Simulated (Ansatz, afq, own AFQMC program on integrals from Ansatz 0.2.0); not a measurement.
# NHO (triplet): AFQMC on the coupled-cluster ladder at distance N1–O2 = 1.800 Å, cc-pVDZ, part 1 of 2

How near does AFQMC come to the top of the ladder for NHO (triplet)?

Computed with Ansatz 0.2.0, Gaussian basis, and an in-house AFQMC program (afq) on its integrals; all values are calculated. Level: cc-pVDZ, frozen cores.

The runs, in order: PBE (unrestricted); r2SCAN (unrestricted); PBE0 (unrestricted); B3LYP (unrestricted); wB97M-V (unrestricted); B2PLYP (unrestricted); CCSD(T) on ROHF; CCSDT(Q) on ROHF; Phaseless AFQMC, CISD trial on ROHF; Phaseless AFQMC, single-determinant trial on ROHF; CCSD(T) on UHF; CCSDT(Q) on UHF; Phaseless AFQMC, CISD trial on UHF; Phaseless AFQMC, single-determinant trial on UHF.

1 further run of the same task is left out (it didn't finish).

## (1) The system

The geometry derives from a PBE0/def2-TZVP stationary point (not a proven minimum). One bond is set to the value named and the two fragments are kept rigid.

3 atoms, charge 0, spin multiplicity 3.

Atoms are counted from 1 here; the program's logs count them from 0.

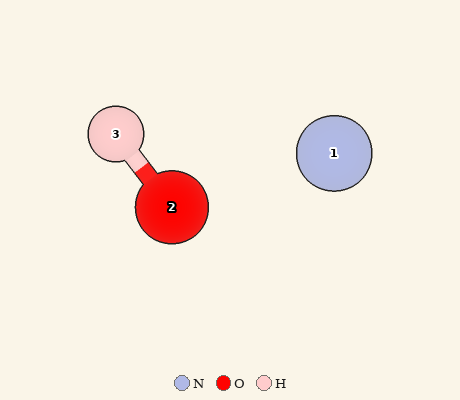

The geometry (nitrogen light blue, oxygen red, hydrogen pink); atoms are numbered from 1 in the order of the file.

## (2) PBE (unrestricted)

File in.yaml:

```yaml
crystal:
  periodic: [false, false, false]
  atoms:
    - {symbol: N, position_ang: [0.000000, -0.091692, 0.993598]}
    - {symbol: O, position_ang: [0.000000, 0.127260, -0.793035]}
    - {symbol: H, position_ang: [0.000000, -0.745862, -1.219266]}
basis:
  gaussian: {orbitals: cc-pVDZ}
magnetization: {spin_polarized: true, initial_magnetization: 2}
hamiltonian: {xc: {name: PBE}}
output: {orbitals: {seedname: orbitals}}
```

On the command line:

```bash
ansatz run in.yaml --threads 1 --pin off --events-out ev --progress --plain --max-ram 1382MiB
```

Log:

```text
Functional definition: PBE
  name "PBE"
  cite "Perdew, Burke & Ernzerhof, Phys. Rev. Lett. 77, 3865 (1996) doi:10.1103/PhysRevLett.77.3865"
  parent pbe
  parameter kappa = 0.804
  parameter beta = 0.06672455060314922
  exchange = pbe_x(kappa = kappa, mu = beta*pi^2/3)
  correlation = pbe_c(beta = beta)
391 factors; their error is unknown
mean field evaluation 1: about -3539.8829 eV, gradient 3.4e1 eV
mean field evaluation 2: about -3440.8516 eV, gradient 1.3e2 eV
mean field evaluation 4: about -3543.8989 eV, gradient 5.7e0 eV
mean field evaluation 8: about -3544.0834 eV, gradient 1.1e-1 eV
mean field evaluation 16: about -3544.0645 eV, gradient 1.5e-4 eV
mean field -3544.06445762 eV, -130.2419665642 hartree, gradient 1.9e-5 eV, S^2 2.022222; 0 other end points of the search recorded, 0 dependent functions left out
reference -3544.06447027 eV, -130.2419670294 hartree; 9, 7 occupied and 24, 26 virtual orbitals, 391 factors
Total energy: -3544.06447027 eV, -130.2419670294 hartree
```

Run time: 0.45 s. Hardware: 1 thread of Arm Neoverse V2, shared host.

From the report: ⟨S²⟩ of the determinant 2.022 (pure triplet: 2.00).

## (3) r2SCAN (unrestricted)

in.yaml, as its differences from that of step 2:

```diff
@@ -9,3 +9,2 @@
 magnetization: {spin_polarized: true, initial_magnetization: 2}
-hamiltonian: {xc: {name: PBE}}
-output: {orbitals: {seedname: orbitals}}
+hamiltonian: {xc: {name: r2SCAN}}
```

The command is unchanged.

Log:

```text
Functional definition: r2SCAN
  name "r2SCAN"
  cite "Furness, Kaplan, Ning, Perdew & Sun, J. Phys. Chem. Lett. 11, 8208 (2020) doi:10.1021/acs.jpclett.0c02405"
  cite "Furness, Kaplan, Ning, Perdew & Sun, J. Phys. Chem. Lett. 11, 9248 (2020) doi:10.1021/acs.jpclett.0c03077"
  parent r2scan
  parameter k0 = 0.174
  parameter k1 = 0.065
  parameter a1 = 4.9479
  exchange = r2scan_x(k0 = k0, k1 = k1, a1 = a1)
  correlation = r2scan_c
391 factors; their error is unknown
mean field evaluation 1: about -3542.2950 eV, gradient 3.2e1 eV
mean field evaluation 2: about -3456.0978 eV, gradient 1.2e2 eV
mean field evaluation 4: about -3546.0419 eV, gradient 4.3e0 eV
mean field evaluation 8: about -3546.1833 eV, gradient 2.0e-1 eV
mean field evaluation 16: about -3546.1620 eV, gradient 2.7e-4 eV
mean field -3546.16202434 eV, -130.3190507196 hartree, gradient 6.7e-5 eV, S^2 2.070260; 0 other end points of the search recorded, 0 dependent functions left out
reference -3546.16202850 eV, -130.3190508723 hartree; 9, 7 occupied and 24, 26 virtual orbitals, 391 factors
Total energy: -3546.16202850 eV, -130.3190508723 hartree
```

It took 1.1 s on 1 thread of Arm Neoverse V2, shared host.

From the report: ⟨S²⟩ of the determinant 2.070 (pure triplet: 2.00).

## (4) PBE0 (unrestricted)

in.yaml, as its differences from that of step 3:

```diff
@@ -9,2 +9,3 @@
 magnetization: {spin_polarized: true, initial_magnetization: 2}
-hamiltonian: {xc: {name: r2SCAN}}
+hamiltonian: {xc: {name: PBE0}}
+output: {orbitals: {seedname: orbitals}}
```

The command is unchanged.

Log:

```text
Functional definition: PBE0
  name "PBE0"
  cite "Adamo & Barone, J. Chem. Phys. 110, 6158 (1999) doi:10.1063/1.478522"
  cite "Perdew, Burke & Ernzerhof, Phys. Rev. Lett. 77, 3865 (1996) doi:10.1103/PhysRevLett.77.3865"
  parent pbe
  parameter a = 0.25
  parameter kappa = 0.804
  parameter beta = 0.06672455060314922
  exchange = (1 - a)*pbe_x(kappa = kappa, mu = beta*pi^2/3) + a*exact_x
  correlation = pbe_c(beta = beta)
311 factors; integrals over basis functions are off by at most 1.5e-3 eV
mean field evaluation 1: about -3540.2881 eV, gradient 3.0e1 eV
mean field evaluation 2: about -3490.3320 eV, gradient 1.1e2 eV
mean field evaluation 4: about -3543.7165 eV, gradient 2.8e0 eV
mean field evaluation 8: about -3543.8053 eV, gradient 3.7e-1 eV
mean field evaluation 16: about -3543.8222 eV, gradient 8.7e-5 eV
mean field -3543.82221270 eV, -130.2330642278 hartree, gradient 8.7e-5 eV, S^2 2.095771; 0 other end points of the search recorded, 0 dependent functions left out
reference -3543.82222227 eV, -130.2330645793 hartree; 9, 7 occupied and 24, 26 virtual orbitals, 311 factors
Total energy: -3543.82222227 eV, -130.2330645793 hartree
```

Run time: 0.48 s. Hardware: 1 thread of Arm Neoverse V2, shared host.

From the report: ⟨S²⟩ of the determinant 2.096 (pure triplet: 2.00).

## (5) B3LYP (unrestricted)

in.yaml, as its differences from that of step 4:

```diff
@@ -9,3 +9,2 @@
 magnetization: {spin_polarized: true, initial_magnetization: 2}
-hamiltonian: {xc: {name: PBE0}}
-output: {orbitals: {seedname: orbitals}}
+hamiltonian: {xc: {name: B3LYP}}
```

Same command.

Log, shortened:

```text
Functional definition: B3LYP
  name "B3LYP"
  cite "Stephens, Devlin, Chabalowski & Frisch, J. Phys. Chem. 98, 11623 (1994) doi:10.1021/j100096a001"
  cite "Becke, Phys. Rev. A 38, 3098 (1988) doi:10.1103/PhysRevA.38.3098"
  cite "Lee, Yang & Parr, Phys. Rev. B 37, 785 (1988) doi:10.1103/PhysRevB.37.785"
  cite "Vosko, Wilk & Nusair, Can. J. Phys. 58, 1200 (1980) doi:10.1139/p80-159"
[...]
311 factors; integrals over basis functions are off by at most 1.5e-3 eV
[...]
mean field -3547.76348995 eV, -130.3779034953 hartree, gradient 7.8e-5 eV, S^2 2.060684; 0 other end points of the search recorded, 0 dependent functions left out
reference -3547.76359494 eV, -130.3779073537 hartree; 9, 7 occupied and 24, 26 virtual orbitals, 311 factors
Total energy: -3547.76359494 eV, -130.3779073537 hartree
```

Wall time 0.48 s (1 thread of Arm Neoverse V2, shared host).

From the report: ⟨S²⟩ of the determinant 2.061 (pure triplet: 2.00).

## (6) wB97M-V (unrestricted)

in.yaml, as its differences from that of step 5:

```diff
@@ -9,2 +9,3 @@
 magnetization: {spin_polarized: true, initial_magnetization: 2}
-hamiltonian: {xc: {name: B3LYP}}
+hamiltonian: {xc: {name: wB97M-V}}
+output: {orbitals: {seedname: orbitals}}
```

Same command.

Log, shortened:

```text
Functional definition: wB97M-V
  name "wB97M-V"
  cite "Mardirossian & Head-Gordon, J. Chem. Phys. 144, 214110 (2016) doi:10.1063/1.4952647"
  cite "Becke, J. Chem. Phys. 107, 8554 (1997) doi:10.1063/1.475007"
  cite "Vydrov & Van Voorhis, J. Chem. Phys. 133, 244103 (2010) doi:10.1063/1.3521275"
  # Of w^i u^j: cxij and so on, Table III.
[...]
  gx(w, u) = 1 - cx + cx01*u + cx10*w
  gss(w, u) = css00 + css04*u^4 + css10*w + css20*w^2 + css43*w^4*u^3
  gos(w, u) = cos00 + cos10*w + (cos20 + cos21*u)*w^2 + (cos60 + cos61*u)*w^6
[...]
      + integral(e_c_pw_mod_opposite_spin*gos(b97_w_opposite, b97_u_opposite)) + vv10(b, c)
311 factors; integrals over basis functions are off by at most 1.5e-3 eV
75 factors; integrals over basis functions are off by at most 1.2e-5 eV
[...]
mean field -3546.50612127 eV, -130.3316960486 hartree, gradient 7.6e-5 eV, S^2 2.125282; 0 other end points of the search recorded, 0 dependent functions left out
reference -3546.50613799 eV, -130.3316966629 hartree; 9, 7 occupied and 24, 26 virtual orbitals, 311 factors
Total energy: -3546.50613799 eV, -130.3316966629 hartree
```

Wall time 1.8 s (1 thread of Arm Neoverse V2, shared host).

From the report: ⟨S²⟩ of the determinant 2.125 (pure triplet: 2.00).

## (7) B2PLYP (unrestricted)

in.yaml, as its differences from that of step 6:

```diff
@@ -9,3 +9,3 @@
 magnetization: {spin_polarized: true, initial_magnetization: 2}
-hamiltonian: {xc: {name: wB97M-V}}
-output: {orbitals: {seedname: orbitals}}
+hamiltonian: {xc: {name: B2PLYP}}
+correlation: {electrons: outside_noble_gas}
```

The command is unchanged.

Log, shortened:

```text
Functional definition: B2PLYP
  name "B2PLYP"
  cite "Grimme, J. Chem. Phys. 124, 034108 (2006) doi:10.1063/1.2148954"
  cite "Becke, Phys. Rev. A 38, 3098 (1988) doi:10.1103/PhysRevA.38.3098"
  cite "Lee, Yang & Parr, Phys. Rev. B 37, 785 (1988) doi:10.1103/PhysRevB.37.785"
[...]
311 factors; integrals over basis functions are off by at most 1.5e-3 eV
[...]
mean field -3542.02602290 eV, -130.1670554701 hartree, gradient 2.7e-6 eV, S^2 2.342292; 1 other end points of the search recorded, 0 dependent functions left out
2 core orbitals not correlated: weight in the atoms' cores, before any rotation towards them, 1.000 or more for the frozen orbitals, at most 0.000 for the correlated occupied ones
reference -3542.02609017 eV, -130.1670579421 hartree; 7, 5 occupied and 24, 26 virtual orbitals, 311 factors
second order -9.19088650 eV of doubles, -0.00000000 eV of singles
Total energy: -3544.50762952 eV, -130.2582528314 hartree
```

Run time: 0.99 s. Hardware: 1 thread of Arm Neoverse V2, shared host.

From the report: ⟨S²⟩ of the determinant 2.342 (pure triplet: 2.00).

## (8) CCSD(T) on ROHF

in.yaml, as its differences from that of step 7:

```diff
@@ -8,4 +8,3 @@
   gaussian: {orbitals: cc-pVDZ}
-magnetization: {spin_polarized: true, initial_magnetization: 2}
-hamiltonian: {xc: {name: B2PLYP}}
-correlation: {electrons: outside_noble_gas}
+magnetization: {spin_polarized: false, initial_magnetization: 2}
+correlation: {method: ccsd_t, electrons: outside_noble_gas, hamiltonian_folder: ham}
```

Launched as before.

Log, shortened:

```text
Functional definition: HF
  name "HF"
  cite "Fock, Z. Phys. 61, 126 (1930) doi:10.1007/BF01340294"
  parent pbe
[...]
311 factors; integrals over basis functions are off by at most 1.5e-3 eV
[...]
mean field -3529.87302047 eV, -129.7204408685 hartree, gradient 2.1e-6 eV, S^2 2.000000; 8 other end points of the search recorded, 0 dependent functions left out
[...]
determinant -3529.87302047 eV, -129.7204408685 hartree, with singles and doubles -3539.21402216 eV, -130.0637163490 hartree
determinant -3528.10895765 eV, -129.6556127554 hartree, with singles and doubles -3536.17136919 eV, -129.9519009146 hartree
determinant -3527.98134415 eV, -129.6509230459 hartree, with singles and doubles -3537.85557635 eV, -130.0137943862 hartree
determinant -3527.71733211 eV, -129.6412207822 hartree, with singles and doubles -3535.65223250 eV, -129.9328229933 hartree
[...]
determinant -3529.62358697 eV, -129.7112743562 hartree, with singles and doubles -3539.21200155 eV, -130.0636420928 hartree
determinant -3529.62358697 eV, -129.7112743562 hartree, with singles and doubles -3539.21393370 eV, -130.0637130981 hartree
determinant -3529.87302047 eV, -129.7204408685 hartree, with singles and doubles -3539.21766100 eV, -130.0638500739 hartree
unrestricted determinant -3531.20169905 eV, -129.7692689057 hartree, S^2 2.6547
2 core orbitals not correlated: weight in the atoms' cores, before any rotation towards them, 1.000 or more for the frozen orbitals, at most 0.000 for the correlated occupied ones
reference -3529.87302047 eV, -129.7204408685 hartree; 7, 5 occupied and 24, 26 virtual orbitals, 311 factors
second order -8.43948057 eV of doubles, -0.12722520 eV of singles
cycle   1  -9.34464027 eV  change    2.6e-7 eV  update   1.8e-6
perturbative correction -0.33635795 eV, -0.0123609266 hartree
Total energy: -3539.55401869 eV, -130.0762109910 hartree
```

It took 2.7 s on 1 thread of Arm Neoverse V2, shared host.

From the report: correlation -9.6810 eV; T1 0.041; largest double amplitude 0.16.

This run also writes the integrals to the folder ham.

## (9) CCSDT(Q) on ROHF

in.yaml, as its differences from that of step 8:

```diff
@@ -9,2 +9,2 @@
 magnetization: {spin_polarized: false, initial_magnetization: 2}
-correlation: {method: ccsd_t, electrons: outside_noble_gas, hamiltonian_folder: ham}
+correlation: {method: ccsdt_q, electrons: outside_noble_gas}
```

Same command.

Log, shortened:

```text
Functional definition: HF
  name "HF"
  cite "Fock, Z. Phys. 61, 126 (1930) doi:10.1007/BF01340294"
  parent pbe
[...]
560 factors; integrals over basis functions are off by at most 1.8e-7 eV
[...]
mean field -3529.87306717 eV, -129.7204425847 hartree, gradient 2.1e-6 eV, S^2 2.000000; 8 other end points of the search recorded, 0 dependent functions left out
[...]
determinant -3529.87306717 eV, -129.7204425847 hartree, with singles and doubles -3539.21406968 eV, -130.0637180951 hartree
determinant -3528.10901755 eV, -129.6556149569 hartree, with singles and doubles -3536.17141568 eV, -129.9519026232 hartree
determinant -3527.98140058 eV, -129.6509251197 hartree, with singles and doubles -3537.85563068 eV, -130.0137963826 hartree
determinant -3527.71739279 eV, -129.6412230123 hartree, with singles and doubles -3535.65229709 eV, -129.9328253667 hartree
[...]
determinant -3529.62363102 eV, -129.7112759751 hartree, with singles and doubles -3539.21204909 eV, -130.0636438400 hartree
determinant -3529.62363102 eV, -129.7112759751 hartree, with singles and doubles -3539.21398186 eV, -130.0637148679 hartree
determinant -3529.87306717 eV, -129.7204425847 hartree, with singles and doubles -3539.21770832 eV, -130.0638518127 hartree
unrestricted determinant -3531.20174924 eV, -129.7692707502 hartree, S^2 2.6547
2 core orbitals not correlated: weight in the atoms' cores, before any rotation towards them, 1.000 or more for the frozen orbitals, at most 0.000 for the correlated occupied ones
reference -3529.87306717 eV, -129.7204425847 hartree; 7, 5 occupied and 24, 26 virtual orbitals, 560 factors
second order -8.43950933 eV of doubles, -0.12722503 eV of singles
cycle   1  -8.77318212 eV  change   -2.0e-1 eV  update   1.1e-1
[...]
cycle  27  -9.73288439 eV  change    1.8e-7 eV  update   8.4e-7
perturbative correction -0.04677895 eV, -0.0017190948 hartree
Total energy: -3539.65273051 eV, -130.0798385836 hartree
```

Wall time 19 s (1 thread of Arm Neoverse V2, shared host); peak memory 0.37 GiB.

From the report: correlation -9.7797 eV; T1 0.042; largest double amplitude 0.18.

## (10) Phaseless AFQMC, CISD trial on ROHF

It reads the integrals that the CCSD(T) run on this determinant wrote.

On the command line:

```bash
afq ham --method phaseless --trial cisd --walkers 60 --populations 1 --least-time 40 --time-step 0.005 --steps-per-block 50 --equilibration-blocks 40 --max-blocks 300 --target-error 0.00084 --factor-cut 1e-05 --start spin_pure --seed 1343 --release-times 0.24,0.51,0.99,1.62,2.4 --release-step 0.03 --release-every 4 --taylor-order 6
```

Log:

```text
orbitals 31  electrons 7 5  factors 217 of 311
reference energy -129.72044087 Eh
CCSD correlation -0.34340923 Eh in 18 cycles, weight of the determinant in the CISD state 0.8416
energy of the start -130.063849 Eh
 block  time / (1/Eh)  mean weight  energy / Eh
     1     0.250  0.9972  -130.063816
     2     0.500  1.0021  -130.069393
     3     0.750  1.0021  -130.081814
     4     1.000  1.0000  -130.079527
     5     1.250  0.9961  -130.074469
     6     1.500  1.0028  -130.079924
     7     1.750  0.9980  -130.070609
     8     2.000  1.0016  -130.070460
     9     2.250  1.0024  -130.069804
    10     2.500  1.0017  -130.072053
    17     4.250  0.9956  -130.065437
    25     6.250  1.0029  -130.072303
    33     8.250  1.0004  -130.070455
    41    10.250  0.9999  -130.085018
    49    12.250  0.9981  -130.085063
    57    14.250  1.0037  -130.077745
    65    16.250  1.0006  -130.072833
    73    18.250  0.9993  -130.065104
    81    20.250  1.0009  -130.061691
    89    22.250  1.0003  -130.070131
    97    24.250  0.9982  -130.085156
   105    26.250  0.9989  -130.073625
   113    28.250  0.9981  -130.079886
   121    30.250  1.0009  -130.090230
   129    32.250  0.9990  -130.068906
   137    34.250  1.0007  -130.081056
   145    36.250  0.9976  -130.070569
   153    38.250  1.0009  -130.076693
   161    40.250  0.9971  -130.074721
   169    42.250  0.9974  -130.068377
   177    44.250  0.9993  -130.084371
   185    46.250  1.0012  -130.074477
   193    48.250  0.9985  -130.073194
   201    50.250  1.0010  -130.066359
   209    52.250  0.9995  -130.088426
   217    54.250  1.0000  -130.081414
   225    56.250  1.0000  -130.079350
   233    58.250  0.9985  -130.086729
   241    60.250  1.0016  -130.078317
   249    62.250  0.9970  -130.078885
   257    64.250  0.9961  -130.084110
   265    66.250  1.0007  -130.071553
   273    68.250  1.0021  -130.078868
   281    70.250  0.9962  -130.078734
   289    72.250  1.0005  -130.079526
   297    74.250  0.9996  -130.081209
   305    76.250  1.0003  -130.074166
   313    78.250  0.9974  -130.059351
   321    80.250  0.9999  -130.072016
   329    82.250  1.0017  -130.077892
   337    84.250  1.0014  -130.095385
blocks merged  error / Eh  count
     1  0.000759  300
     2  0.000869  150
     4  0.000965  75
     8  0.001133  37
    16  0.000921  18
    32  0.000790  9
released: time / (1/Eh)  energy / Eh  error  mean overlap
  0.24  -130.079746  0.001492  1.0093
  0.51  -130.079703  0.000902  0.9891
  0.99  -130.079854  0.001040  0.9874
  1.62  -130.078343  0.001407  1.0045
  2.40  -130.080495  0.002085  0.9967
energy -130.078718 +/- 0.001133 Eh
```

It took 4.6 min on 1 thread of Arm Neoverse V2, shared host.

Energy -3539.6222 ± 0.0308 eV. Caveats: constraint bias not in the error.

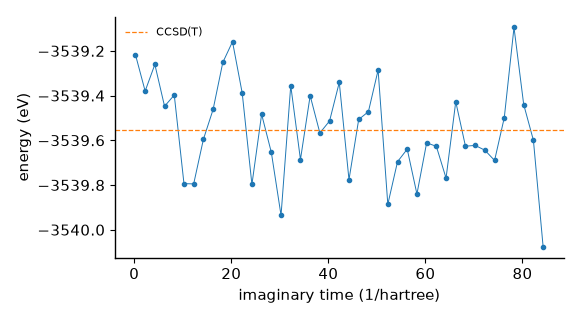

Block energies along the walk.

## (11) Phaseless AFQMC, single-determinant trial on ROHF

It reads the integrals that the CCSD(T) run on this determinant wrote.

On the command line:

```bash
afq ham --method phaseless --trial hf --walkers 120 --populations 1 --least-time 40 --time-step 0.005 --steps-per-block 20 --equilibration-blocks 160 --max-blocks 600 --target-error 0.00252 --factor-cut 1e-05 --start spin_pure --seed 3515 --taylor-order 6
```

Log:

```text
orbitals 31  electrons 7 5  factors 217 of 311
reference energy -129.72044087 Eh
CCSD correlation -0.34340923 Eh in 18 cycles, weight of the determinant in the CISD state 0.8416
energy of the start -129.720449 Eh
 block  time / (1/Eh)  mean weight  energy / Eh
     1     0.100  1.0021  -129.818812
     2     0.200  0.9996  -129.884601
     3     0.300  1.0029  -129.936836
     4     0.400  1.0012  -129.974544
     5     0.500  1.0027  -129.991235
     6     0.600  1.0044  -129.991445
     7     0.700  1.0022  -129.990266
     8     0.800  0.9992  -130.013683
     9     0.900  0.9992  -130.013410
    10     1.000  1.0010  -130.013203
    20     2.000  1.0014  -130.019497
    39     3.900  0.9977  -130.022410
    58     5.800  0.9957  -130.057145
    77     7.700  0.9992  -130.076452
    96     9.600  0.9983  -130.032894
   115    11.500  1.0017  -130.058584
   134    13.400  0.9990  -130.086799
   153    15.300  1.0013  -130.125561
   172    17.200  0.9980  -130.060345
   191    19.100  0.9995  -130.101462
   210    21.000  1.0005  -130.112988
   229    22.900  0.9978  -130.058022
   248    24.800  0.9991  -130.033132
   267    26.700  1.0001  -130.036607
   286    28.600  0.9973  -130.064090
   305    30.500  1.0049  -130.089218
   324    32.400  0.9979  -130.041822
   343    34.300  1.0005  -130.038571
   362    36.200  0.9977  -130.104394
   381    38.100  0.9995  -130.060383
   400    40.000  1.0017  -130.048885
   419    41.900  0.9994  -130.041303
   438    43.800  1.0019  -130.081333
   457    45.700  0.9999  -130.078229
   476    47.600  0.9997  -130.025793
   495    49.500  0.9958  -130.076059
   514    51.400  1.0033  -130.183004
   533    53.300  1.0034  -130.054364
   552    55.200  1.0004  -130.063091
   571    57.100  0.9955  -130.074279
   590    59.000  0.9993  -130.022698
   609    60.900  0.9977  -130.081780
   628    62.800  1.0006  -130.166080
   647    64.700  1.0002  -130.113543
   666    66.600  0.9984  -130.098482
   685    68.500  0.9999  -130.148827
   704    70.400  0.9982  -130.084334
   723    72.300  0.9996  -130.007374
   742    74.200  0.9980  -130.077274
blocks merged  error / Eh  count
     1  0.001745  600
     2  0.002286  300
     4  0.003008  150
     8  0.003879  75
    16  0.004497  37
    32  0.005708  18
    64  0.005566  9
energy -130.074998 +/- 0.005708 Eh
```

Run time: 3.1 min. Hardware: 1 thread of Arm Neoverse V2, shared host.

Energy -3539.5210 ± 0.1553 eV. The run doesn't count as converged. Caveats: constraint bias not in the error; error not settled; error above the target.

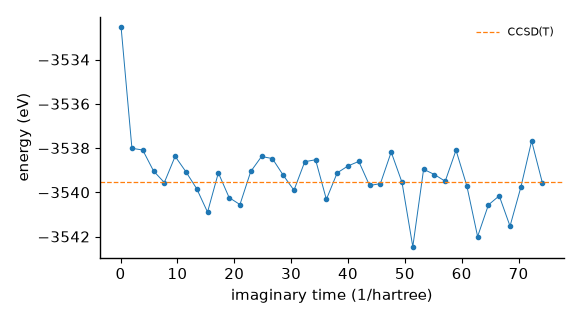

Block energies along the walk.

(Continued in part 2 of 2.)
